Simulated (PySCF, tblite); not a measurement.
# C₅H₇ClSSi: geometry, infrared bands and NMR shifts

Aim: predict the infrared bands and NMR shifts of C₅H₇ClSSi (`C[SiH2]c1cc(Cl)cs1`).

Computed with tblite 0.8.0 and PySCF 2.14.0, with density-fitted response routines of our own, on a single molecule in the gas phase. Atoms count from 0, in the outputs and in this text.

## 1. The molecule as given

15 atoms, charge 0, multiplicity 1; geometry from: force field or distance geometry start.

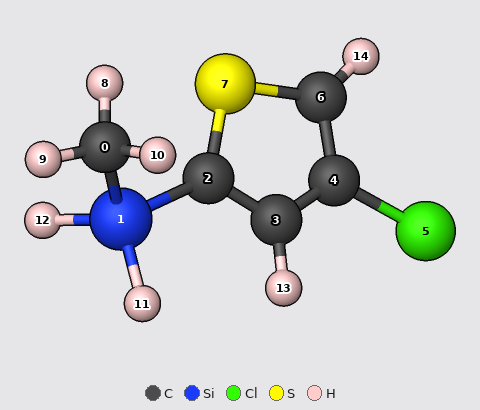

As it starts; carbon dark grey, silicon blue, chlorine green, sulfur yellow, hydrogen pink, atoms numbered.

## 2. Relaxing the molecule with GFN2-xTB

The job: settings as JSON, then the geometry in Å.

```
{"job": {"kind": "relax", "xc": "GFN2-xTB", "basis": "xTB"}, "charge": 0, "multiplicity": 1}
C     -2.584800     0.776000     0.042900
Si    -1.532500    -0.747200    -0.153000
C      0.236500    -0.212400    -0.238600
C      1.271500    -0.678600     0.483500
C      2.493000    -0.172200     0.294400
Cl     3.919900    -0.736400     1.202000
C      2.634700     0.814600    -0.654100
S      0.968300     0.931900    -1.178700
H     -2.224000     1.495700    -0.716200
H     -3.684500     0.554800    -0.137600
H     -2.437500     1.174200     1.063700
H     -1.730200    -1.628400     1.031000
H     -1.969400    -1.401800    -1.376200
H      1.094200    -1.493400     1.242300
H      3.540500     1.331400    -0.927200
```

Started as:

```sh
> OMP_NUM_THREADS=1 python probes_run.py task.json out
```

The driver reads the jobs from task.json and runs them one after another.

Standard output:

```text
step      E/eV     max force
  0    -646.10301    5.666
  1    -646.68949    1.962
  2    -646.84203    0.959
  3    -646.91012    0.687
  4    -646.94121    0.545
  5    -646.97239    0.419
  6    -646.98640    0.362
  7    -647.00092    0.367
  8    -647.01214    0.480
  9    -647.02422    0.370
 10    -647.03150    0.214
 11    -647.03515    0.131
 12    -647.03696    0.123
 13    -647.03840    0.101
 14    -647.03974    0.105
 15    -647.04109    0.092
 16    -647.04247    0.130
 17    -647.04371    0.119
 18    -647.04458    0.075
 19    -647.04518    0.070
 20    -647.04580    0.069
 21    -647.04664    0.103
 22    -647.04763    0.111
 23    -647.04855    0.086
 24    -647.04929    0.072
 25    -647.04996    0.059
 26    -647.05051    0.058
 27    -647.05090    0.047
 28    -647.05114    0.040
 29    -647.05137    0.038
 30    -647.05167    0.046
 31    -647.05201    0.044
 32    -647.05224    0.042
 33    -647.05234    0.023
 34    -647.05238    0.019
 35    -647.05242    0.019
 36    -647.05248    0.027
 37    -647.05256    0.033
 38    -647.05265    0.038
 39    -647.05274    0.031
 40    -647.05280    0.018
 41    -647.05284    0.017
 42    -647.05288    0.018
 43    -647.05292    0.018
 44    -647.05294    0.011
 45    -647.05296    0.010
```

It took 0.34 s on 1 thread of Arm Neoverse V2, shared host; peak memory 0.18 GiB.

The steps of the relaxation: (not every step is listed)

| step | energy from step 0 (eV) | largest force (eV/Å) |
| --- | --- | --- |
| 0 | 0.0000 | 5.6663 |
| 1 | -0.5865 | 1.9615 |
| 2 | -0.7390 | 0.9589 |
| 3 | -0.8071 | 0.6874 |
| 4 | -0.8382 | 0.5454 |
| 5 | -0.8694 | 0.4187 |
| 6 | -0.8834 | 0.3623 |
| 7 | -0.8979 | 0.3669 |
| 8 | -0.9091 | 0.4801 |
| 11 | -0.9321 | 0.1310 |
| 14 | -0.9367 | 0.1055 |
| 17 | -0.9407 | 0.1189 |
| 20 | -0.9428 | 0.0691 |
| 23 | -0.9455 | 0.0865 |
| 26 | -0.9475 | 0.0585 |
| 29 | -0.9484 | 0.0384 |
| 32 | -0.9492 | 0.0424 |
| 35 | -0.9494 | 0.0190 |
| 38 | -0.9496 | 0.0381 |
| 40 | -0.9498 | 0.0177 |
| 41 | -0.9498 | 0.0169 |
| 42 | -0.9499 | 0.0181 |
| 43 | -0.9499 | 0.0176 |
| 44 | -0.9499 | 0.0112 |
| 45 | -0.9499 | 0.0095 |

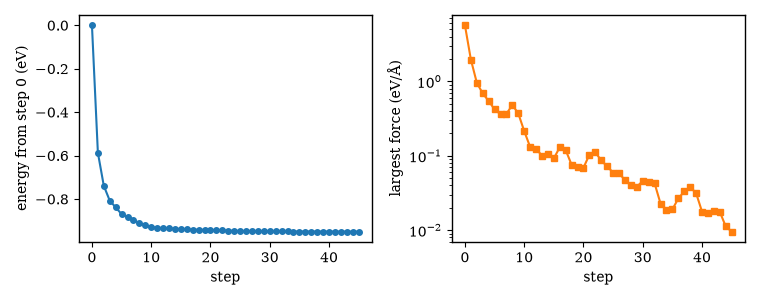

Energy and force, step by step.

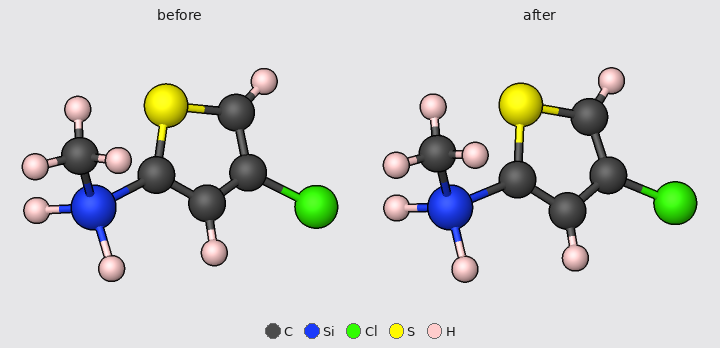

The geometry before (left) and after (right).

Close pairs (by a distance rule), those that changed most:

| bond | before (Å) | after (Å) | change (Å) |
| --- | --- | --- | --- |
| C2–S7 | 1.652 | 1.736 | +0.084 |
| C3–C4 | 1.336 | 1.413 | +0.077 |
| C4–Cl5 | 1.783 | 1.721 | -0.062 |
| C3–H13 | 1.127 | 1.074 | -0.053 |
| C0–H9 | 1.136 | 1.086 | -0.050 |
| C6–S7 | 1.751 | 1.714 | -0.037 |
| C0–Si1 | 1.862 | 1.897 | +0.035 |
| Si1–C2 | 1.850 | 1.883 | +0.033 |

The end geometry stands in the next job.

## 3. Infrared spectrum with GFN2-xTB

The job: settings as JSON, then the geometry in Å.

```
{"job": {"kind": "ir", "xc": "GFN2-xTB", "basis": "xTB"}, "charge": 0, "multiplicity": 1}
C     -2.569553     0.829362     0.022406
Si    -1.533231    -0.746972    -0.173012
C      0.289085    -0.273064    -0.142038
C      1.296842    -0.795888     0.610415
C      2.554729    -0.210966     0.340757
Cl     4.004651    -0.676461     1.142244
C      2.504743     0.754557    -0.615913
S      0.906069     0.957777    -1.198862
H     -2.294897     1.570249    -0.723848
H     -3.628584     0.618931    -0.092969
H     -2.427605     1.280299     1.000967
H     -1.746259    -1.683738     0.933744
H     -1.819047    -1.392762    -1.459770
H      1.152589    -1.572294     1.338453
H      3.306054     1.348958    -1.004485
```

Standard output:

```text
mode    cm-1     km/mol
  1      15.3      0.15
  2      84.0      0.03
  3     114.0      0.08
  4     141.8      0.25
  5     176.3      1.14
  6     224.0      1.62
  7     280.9      2.75
  8     365.7      7.25
  9     421.9      9.06
 10     423.1      7.86
 11     462.5     47.39
 12     557.8      0.38
 13     572.0      7.96
 14     656.1     72.87
 15     685.2    117.59
 16     728.9     10.12
 17     756.2     70.52
 18     768.9    218.86
 19     820.2      2.39
 20     825.8     76.52
 21     830.9    114.04
 22     841.0    139.73
 23     869.7      2.75
 24     999.0    134.99
 25    1074.7     10.82
 26    1144.3      3.10
 27    1317.6     32.29
 28    1367.9     15.38
 29    1442.0     15.19
 30    1476.8      0.40
 31    1480.1      0.98
 32    1533.2      8.96
 33    2224.9    315.37
 34    2244.8    257.29
 35    3034.2     22.56
 36    3035.1     18.14
 37    3045.7     25.58
 38    3143.7      6.05
 39    3177.0      2.90
```

Run time: 0.57 s. Hardware: 1 thread of Arm Neoverse V2, shared host; peak memory 0.18 GiB.

The strongest bands and the atoms that carry them (share of the mass-weighted mode):

| cm⁻¹ | km/mol | atoms |
| --- | --- | --- |
| 685 | 117.6 | H11 27 %, H12 25 %, C0 12 %, H9 10 % |
| 769 | 218.9 | H11 28 %, H12 28 %, Si1 22 %, C0 14 % |
| 826 | 76.5 | H10 38 %, H8 27 %, C0 17 % |
| 831 | 114.0 | H9 20 %, H8 14 %, C4 13 % |
| 841 | 139.7 | C4 18 %, H9 17 %, C6 14 % |
| 999 | 135.0 | C2 64 %, C3 13 % |
| 2225 | 315.4 | H12 94 % |
| 2245 | 257.3 | H11 94 % |

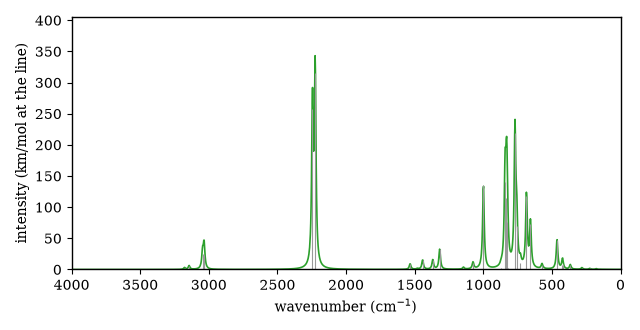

The infrared spectrum from these modes, unscaled. Lines are broadened to a width of 14 cm⁻¹ (Lorentzian).

## 4. NMR shieldings: PBE0/pcSseg-1

Settings changed since step 3:

```diff
@@ -1,2 +1,2 @@
-{"job": {"kind": "ir", "xc": "GFN2-xTB", "basis": "xTB"}, "charge": 0, "multiplicity": 1}
+{"job": {"kind": "nmr", "xc": "PBE0", "basis": "pcSseg-1"}, "charge": 0, "multiplicity": 1}
 C     -2.569553     0.829362     0.022406
```

Method: GIAO PBE0/pcSseg-1 NMR shielding, non-relativistic, gas phase.

Standard output:

```text
coarse grid: 14648 points
cycle   1  E = -1341.8189937330  dE =  1.183e+00  |g| = 4.063e-01  |ddm| = 3.921e+00
cycle   2  E = -1341.8085358224  dE =  1.046e-02  |g| = 4.515e-01  |ddm| = 7.869e-01
cycle   3  E = -1341.8598378697  dE = -5.130e-02  |g| = 6.506e-02  |ddm| = 4.619e-01
cycle   4  E = -1341.8605418308  dE = -7.040e-04  |g| = 4.270e-02  |ddm| = 1.203e-01
cycle   5  E = -1341.8610215607  dE = -4.797e-04  |g| = 9.860e-03  |ddm| = 4.984e-02
cycle   6  E = -1341.8610444610  dE = -2.290e-05  |g| = 2.783e-03  |ddm| = 1.190e-02
cycle   7  E = -1341.8610461218  dE = -1.661e-06  |g| = 1.017e-03  |ddm| = 3.562e-03
final grid: 129064 points
cycle   8  E = -1341.9100017657  dE = -2.612e-05  |g| = 8.581e-03  |ddm| = 3.163e-02
cycle   9  E = -1341.9099829818  dE =  1.878e-05  |g| = 1.176e-02  |ddm| = 1.986e-02
cycle  10  E = -1341.9100189568  dE = -3.597e-05  |g| = 1.820e-03  |ddm| = 1.416e-02
cycle  11  E = -1341.9100197910  dE = -8.342e-07  |g| = 4.753e-04  |ddm| = 2.525e-03
cycle  12  E = -1341.9100198456  dE = -5.466e-08  |g| = 9.642e-05  |ddm| = 4.714e-04
cycle  13  E = -1341.9100198477  dE = -2.047e-09  |g| = 3.486e-05  |ddm| = 1.253e-04
cycle  14  E = -1341.9100198480  dE = -3.060e-10  |g| = 9.824e-06  |ddm| = 3.996e-05
converged SCF energy = -1341.9100198480

GIAO shielding tensors (ppm)
atom      isotropic    diamagn.    paramagn.     s11        s22        s33       span
  0 C      190.623     252.653     -62.030    184.822    188.607    198.439     13.617
  1 Si     397.973     880.778    -482.806    365.614    401.959    426.345     60.732
  2 C       42.228     263.248    -221.020    -34.981      8.110    153.555    188.536
  3 C       45.685     249.467    -203.782    -37.094     43.662    130.488    167.582
  4 C       50.680     256.894    -206.214    -25.321     70.531    106.831    132.152
  5 Cl     765.436    1144.405    -378.970    523.428    747.737   1025.142    501.714
  6 C       50.903     260.187    -209.284    -33.764     48.203    138.270    172.034
  7 S      251.463    1057.450    -805.987     92.651    267.579    394.159    301.508
  8 H       31.204      30.900       0.304     25.692     30.572     37.348     11.656
  9 H       31.430      27.532       3.897     26.718     27.592     39.979     13.261
 10 H       31.257      30.649       0.608     27.005     29.040     37.726     10.721
 11 H       26.938      29.509      -2.571     22.700     26.138     31.976      9.276
 12 H       26.841      28.790      -1.949     23.479     25.025     32.020      8.541
 13 H       24.505      31.886      -7.381     20.447     24.597     28.472      8.025
 14 H       24.420      31.691      -7.271     20.874     25.560     26.826      5.952
```

Wall time 30 s (1 thread of Arm Neoverse V2, shared host); peak memory 0.78 GiB.

The references, computed at this level on geometries of the same kind, shield at (ppm): ¹H TMS 31.72, ¹³C TMS 186.9, ²⁹Si TMS 349.2, ³³S CS2 504, ³⁵Cl HCl 950. Their shielding less the atom's gives the shift. The references are single molecules in the gas phase. Atoms listed in one row are averaged.

| atoms | environment | σ (ppm) | δ (ppm) | δ scaled to CDCl3 |
| --- | --- | --- | --- | --- |
| C2 | substituted aromatic carbon next to the ring sulfur | 42.2 | 144.7 | 134.9 |
| C3 | aromatic CH | 45.7 | 141.2 | 135.9 |
| C4 | aromatic carbon bearing chlorine | 50.7 | 136.2 | 131.1 |
| C6 | aromatic CH next to the ring sulfur | 50.9 | 136.0 | 126.4 |
| C0 | methyl carbon bonded to Si | 190.6 | -3.7 | -5.5 |
| H14 | hydrogen on an aromatic CH next to the ring sulfur | 24.42 | 7.30 | 6.98 |
| H13 | hydrogen on an aromatic CH | 24.50 | 7.21 | 6.90 |
| H11, H12 | hydrogen on a silicon bonded to 2 C | 26.89 | 4.83 | – |
| H8, H9, H10 | hydrogen on a methyl carbon bonded to Si | 31.30 | 0.42 | 0.50 |
| Si1 | silicon bonded to 2 C, 2 H | 398.0 | -48.8 | – |
| Cl5 | chlorine bonded to C | 765 | 184 | – |
| S7 | aromatic ring sulfur | 251 | 252 | – |

The scaled column applies a straight-line fit of computed shieldings to shifts measured in CDCl3, with any fitted terms for Cl, Br or S neighbours (root-mean-square error 0.16 ppm for H, 1.9 ppm for C).

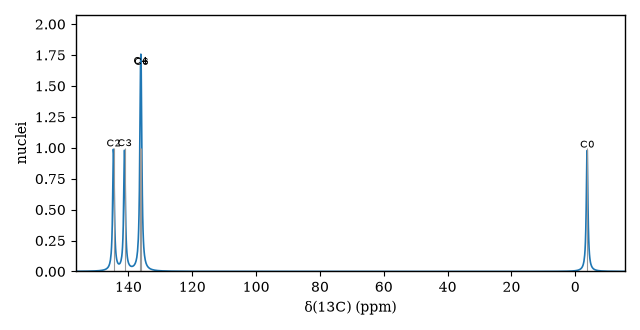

¹³C lines at the computed shifts, without couplings. Lines are broadened to a width of 0.59 ppm (Lorentzian).

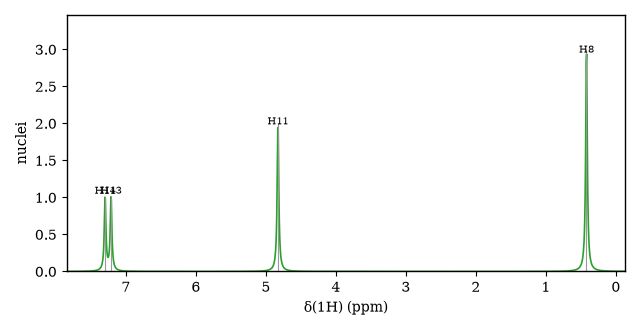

¹H lines at the computed shifts, without couplings. Lines are broadened to a width of 0.03 ppm (Lorentzian).

Charges from the same density, by scheme (e):

| atoms | Mulliken | IAO | Hirshfeld | ESP fit |
| --- | --- | --- | --- | --- |
| C0 | -0.63 | -0.72 | -0.21 | -0.48 |
| Si1 | 0.75 | 0.78 | 0.34 | 0.60 |
| C2 | -0.56 | -0.43 | -0.12 | -0.30 |
| C3 | 0.09 | -0.18 | -0.08 | 0.03 |
| C4 | -0.15 | -0.05 | -0.01 | -0.11 |
| Cl5 | -0.08 | -0.02 | -0.03 | -0.06 |
| C6 | -0.17 | -0.33 | -0.09 | -0.15 |
| S7 | 0.28 | 0.35 | 0.12 | 0.05 |

ESP fit charges:

C0 -0.48; Si1 0.60; C2 -0.30; C3 0.03; C4 -0.11; Cl5 -0.06; C6 -0.15; S7 0.05; H8 0.13; H9 0.12; H10 0.12; H11 -0.13; H12 -0.13; H13 0.12; H14 0.20

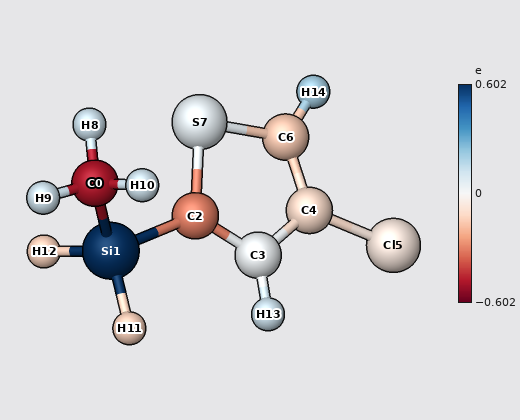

ESP fit charges, as colours on the atoms.

Mayer bond orders: C0–Si1 0.96, Si1–C2 0.80, C2–C3 1.58, C3–C4 1.21, C4–Cl5 1.06, C4–C6 1.52, C6–S7 1.18, S7–C2 1.16.

Ring of atoms C2, C3, C4, C6, S7: NICS(0) -12.4, NICS(1) -11.0, NICS(1)zz -25.0 ppm (means of both faces).

## 5. Summary of results

```
                                                              quantity                                 value
                             strongest single infrared mode (GFN2-xTB)                 2225 cm⁻¹, 315 km/mol
                                          zero-point energy (GFN2-xTB)                         62.0 kcal/mol
                                ¹³C shifts against TMS (PBE0/pcSseg-1)  144.7, 141.2, 136.2, 136.0, -3.7 ppm
¹H shifts against TMS (PBE0/pcSseg-1, means over atoms taken as alike)            7.30, 7.21, 4.83, 0.42 ppm
                               ²⁹Si shifts against TMS (PBE0/pcSseg-1)                             -48.8 ppm
                               ³⁵Cl shifts against HCl (PBE0/pcSseg-1)                               184 ppm
                                ³³S shifts against CS2 (PBE0/pcSseg-1)                               252 ppm
```

Over 45 steps the energy fell by 0.950 eV; of the close pairs, C2–S7 changed most, 1.652 to 1.736 Å. All 39 modes are real, so the xTB geometry is a minimum. The strongest single mode, at 2225 cm⁻¹, moves mainly H12. Unscaled tight-binding wavenumbers are off by several per cent, some by more. Its intensities can rank the bands wrongly. At PBE0/pcSseg-1: Shielding is most anisotropic at Cl5 (span 502 ppm, paramagnetic term -379 ppm). NICS(1)zz of -25 ppm above the planar ring from C2 marks a diatropic (aromatic) ring current.
